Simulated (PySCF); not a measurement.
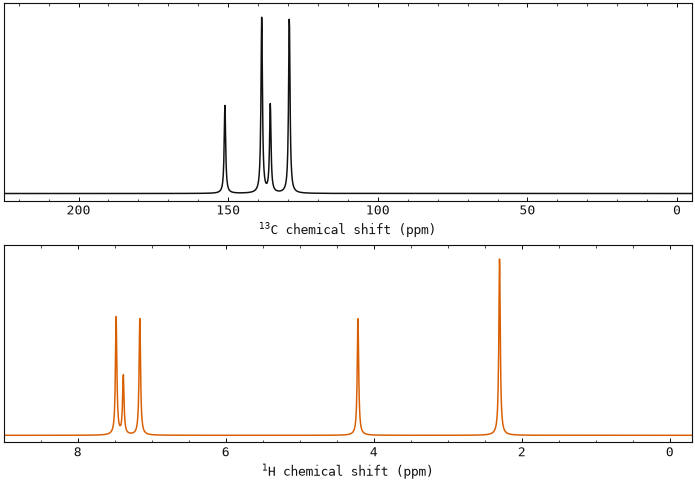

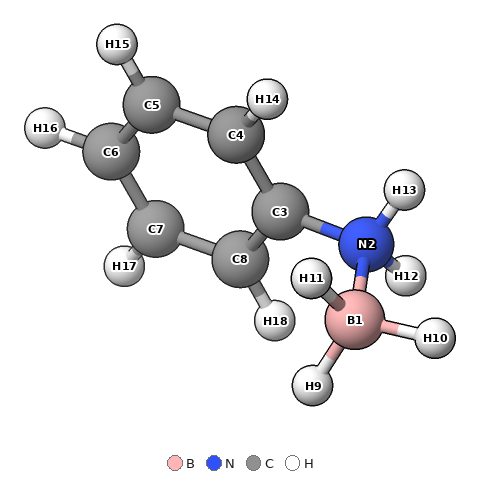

Spectrum and numbered structure of C₆H₁₀BN, SMILES [BH3-][NH2+]c1ccccc1. GIAO shifts, CAM-B3LYP/pcSseg-1 with PySCF, at a PBE0-D3(BJ)/def2-SVP geometry (no frequency check), against TMS for ¹³C and TMS for ¹H computed at the same level. Gas phase, fully decoupled, line heights follow the number of nuclei, widths are arbitrary (no quadrupolar broadening); values of one conformer, averaged over methyl-type rotors and exact or near symmetry; other conformers aren't averaged in. Protons on N, O or S are those of the isolated molecule, without hydrogen bonds to neighbours or exchange.

Question: Which atoms give which ¹³C line?

Answer:
| δ (ppm) | nuclei | atoms |
| --- | --- | --- |
| 151.1 | 1 | C3 |
| 138.8 | 2 | C5, C7 |
| 135.9 | 1 | C6 |
| 129.6 | 2 | C4, C8 |

Question: Which atoms give which ¹H line?

Answer:
```tsv
δ (ppm)	nuclei	atoms
7.48	2	H15, H17
7.38	1	H16
7.16	2	H14, H18
4.21	2	H12, H13
2.30	3	H9, H10, H11
```
